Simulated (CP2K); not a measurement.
**C3H5FO (SMILES C/C=C(\O)F): MNDOD**

Aim: the energy difference between two shapes of C3H5FO at MNDOD, from 2 runs. 

The results are computed with CP2K 2026.2.

3 further runs of the same task are left out: 2 that didn't finish, 1 set aside as unsound or not needed.

### 1 The structure to begin with

C3H5FO has 10 atoms, charge 0, and is taken as a singlet. As SMILES, `C/C=C(\O)F`. Geometry: relaxed at GFN2-xTB. This is one conformer, not always the lowest.

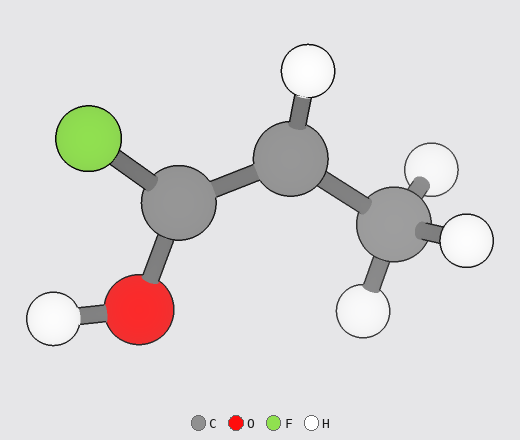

Viewed from a chosen angle; carbon grey, oxygen red, fluorine green, hydrogen white.

### 2 The energy at MNDOD

The input, calc.inp:

```
&GLOBAL
    PROJECT calc
    RUN_TYPE ENERGY
    PRINT_LEVEL MEDIUM
&END GLOBAL

&FORCE_EVAL
    METHOD QS
    &DFT
        CHARGE 0
        MULTIPLICITY 1
        &QS
            METHOD MNDOD
            EPS_DEFAULT 1.0E-10
            &SE
                &COULOMB
                    CUTOFF [angstrom] 50
                    RC_RANGE [angstrom] 0
                &END COULOMB
                &EXCHANGE
                    CUTOFF [angstrom] 50
                    RC_RANGE [angstrom] 0
                &END EXCHANGE
            &END SE
        &END QS
        &POISSON
            PERIODIC NONE
            POISSON_SOLVER ANALYTIC
        &END POISSON
        &SCF
            SCF_GUESS ATOMIC
            EPS_SCF 1.0E-06
            MAX_SCF 150
            &DIAGONALIZATION
                ALGORITHM STANDARD
            &END DIAGONALIZATION
            &MIXING
                METHOD DIRECT_P_MIXING
                ALPHA 0.4
            &END MIXING
        &END SCF
        &PRINT
            &MOMENTS
                PERIODIC F
                REFERENCE COM
                MAX_MOMENT 1
            &END MOMENTS
            &MO ON
                ENERGIES T
                OCCUPATION_NUMBERS T
                NDIGITS 6
                &EACH
                    QS_SCF 0
                &END EACH
                ADD_LAST NUMERIC
            &END MO
            &HIRSHFELD OFF
            &END HIRSHFELD
        &END PRINT
    &END DFT
    &SUBSYS
        &CELL
            ABC [angstrom] 14.3 13.2 13.1
            PERIODIC NONE
        &END CELL
        &COORD
            C     -1.153690    -0.797990     0.101530
            C     -0.207250     0.231230     0.623960
            C      0.869660     0.627810    -0.030810
            O      1.293320     0.198550    -1.231190
            F      1.693410     1.570390     0.498950
            H     -2.153560    -0.376550     0.007510
            H     -0.824350    -1.152890    -0.870090
            H     -1.210030    -1.641120     0.788720
            H     -0.409320     0.674580     1.584720
            H      2.101800     0.665990    -1.473300
        &END COORD
        &TOPOLOGY
            &CENTER_COORDINATES
            &END CENTER_COORDINATES
        &END TOPOLOGY
    &END SUBSYS
&END FORCE_EVAL
```

Run with:

```
$ OMP_NUM_THREADS=1 cp2k.psmp -i calc.inp -o calc.out
```

The log of the run:

```text
CP2K| version string:                                       CP2K version 2026.2
[...]
 GLOBAL| Method name                                                        CP2K
[...]
 GLOBAL| Run type                                                         ENERGY
[...]
                             - Atoms:                                         10
[...]
                             - Spherical basis functions:                     25
[...]
 Number of electrons:                                                         30
[...]
     1 P_Mix/Diag. 0.40E+00    0.0     0.76372901       -38.2289199757 -3.82E+01
[...]
    16 DIIS/Diag.  0.18E-06    0.0     0.00000039       -46.1714880702 -2.36E-11
  *** SCF run converged in    16 steps ***
  Core-core repulsion energy [eV]:                           2331.95107024140043
  Core Hamiltonian energy [eV]:                             -2043.45059823912447
  Two-electron integral energy [eV]:                        -3089.78111421905351
  Electronic energy [eV]:                                   -3588.34115534865123
  Total energy [eV]:                                        -1256.39008510725102
  Atomic reference energy [eV]:                              1252.51561080332363
  Heat of formation [kcal/mol]:                               -89.34750708816603
[...]
 SE_DIPOLE| Moment [Debye]         -0.08640874       0.16170092       0.40270950
 SE_DIPOLE| Derivative [a.u.]       0.00000000       0.00000000       0.00000000
 ENERGY| Total FORCE_EVAL ( QS ) energy [hartree]            -46.171488070223120
[...]
```

It took 1.1 s on 1 thread of AMD EPYC 7R43 (Zen 3), shared host; peak memory 0.18 GiB.

### 3 The distorted shape at the same level

The input, job.inp:

```
&GLOBAL
   PROJECT_NAME job
   RUN_TYPE ENERGY
   PRINT_LEVEL MEDIUM
&END GLOBAL
&FORCE_EVAL
   METHOD Quickstep
   &DFT
      CHARGE 0
      MULTIPLICITY 1
      &QS
         METHOD MNDOD
         EPS_DEFAULT 1.0E-10
         &SE
            &COULOMB
               CUTOFF [angstrom] 50
               RC_RANGE [angstrom] 0
            &END COULOMB
            &EXCHANGE
               CUTOFF [angstrom] 50
               RC_RANGE [angstrom] 0
            &END EXCHANGE
         &END SE
      &END QS
      &POISSON
         PERIODIC NONE
         POISSON_SOLVER ANALYTIC
      &END POISSON
      &SCF
         SCF_GUESS ATOMIC
         EPS_SCF 1.0E-06
         MAX_SCF 150
         &DIAGONALIZATION
            ALGORITHM STANDARD
         &END DIAGONALIZATION
         &MIXING
            METHOD DIRECT_P_MIXING
            ALPHA 0.4
         &END MIXING
      &END SCF
      &PRINT
         &MOMENTS
            PERIODIC F
            REFERENCE COM
            MAX_MOMENT 1
         &END MOMENTS
         &MO ON
            ENERGIES T
            OCCUPATION_NUMBERS T
            NDIGITS 6
            &EACH
               QS_SCF 0
            &END EACH
            ADD_LAST NUMERIC
         &END MO
         &HIRSHFELD OFF
         &END HIRSHFELD
      &END PRINT
   &END DFT
   &SUBSYS
      &CELL
         ABC [angstrom] 14.2 13.2 13.2
         PERIODIC NONE
      &END CELL
      &COORD
         C     -1.150167    -0.717309     0.065596
         C     -0.202604     0.226032     0.676513
         C      0.850555     0.576258    -0.080187
         O      1.279625     0.142536    -1.241910
         F      1.635854     1.569122     0.441905
         H     -2.114216    -0.374627    -0.051716
         H     -0.785339    -1.109248    -0.866857
         H     -1.259056    -1.658787     0.842340
         H     -0.442490     0.733104     1.647855
         H      2.078324     0.655723    -1.568199
      &END COORD
      &TOPOLOGY
         &CENTER_COORDINATES
         &END CENTER_COORDINATES
      &END TOPOLOGY
   &END SUBSYS
&END FORCE_EVAL
```

Run with:

```
$ OMP_NUM_THREADS=1 cp2k.psmp -i job.inp -o job.out
```

The log of the run:

```text
CP2K| version string:                                       CP2K version 2026.2
[...]
 GLOBAL| Method name                                                        CP2K
[...]
 GLOBAL| Run type                                                         ENERGY
[...]
                             - Atoms:                                         10
[...]
                             - Spherical basis functions:                     25
[...]
 Number of electrons:                                                         30
[...]
     1 P_Mix/Diag. 0.40E+00    0.0     0.75714364       -38.2841855987 -3.83E+01
[...]
    17 DIIS/Diag.  0.11E-06    0.0     0.00000016       -46.1471673249 -2.12E-12
  *** SCF run converged in    17 steps ***
  Core-core repulsion energy [eV]:                           2337.60653089780863
  Core Hamiltonian energy [eV]:                             -2043.51899697270551
  Two-electron integral energy [eV]:                        -3099.63163579390493
  Electronic energy [eV]:                                   -3593.33481486965775
  Total energy [eV]:                                        -1255.72828397184958
  Atomic reference energy [eV]:                              1252.51561080332363
  Heat of formation [kcal/mol]:                               -74.08600914086836
[...]
 SE_DIPOLE| Moment [Debye]         -0.22030607      -0.06786661       0.81837854
 SE_DIPOLE| Derivative [a.u.]       0.00000000       0.00000000       0.00000000
 ENERGY| Total FORCE_EVAL ( QS ) energy [hartree]            -46.147167324946430
[...]
```

Run time: 1.1 s. Hardware: 1 thread of AMD EPYC 7R43 (Zen 3), shared host; peak memory 0.18 GiB.

### 4 Results

At MNDOD:

| quantity | value |
| --- | --- |
| first shape: total energy | -46.17149 Eh |
| first shape: dipole moment | 0.44 D |
| first shape: HOMO energy | -9.69 eV |
| first shape: heat of formation | -89.3 kcal/mol |
| distorted shape: total energy | -46.14717 Eh |
| distorted shape: dipole moment | 0.85 D |
| distorted shape: HOMO energy | -9.44 eV |
| distorted shape: heat of formation | -74.1 kcal/mol |
| energy change with the atoms displaced | 0.662 eV |

With the atoms displaced the energy rises by 0.66 eV (63.9 kJ/mol). The first shape isn't relaxed at this level, so the change isn't measured from a minimum.
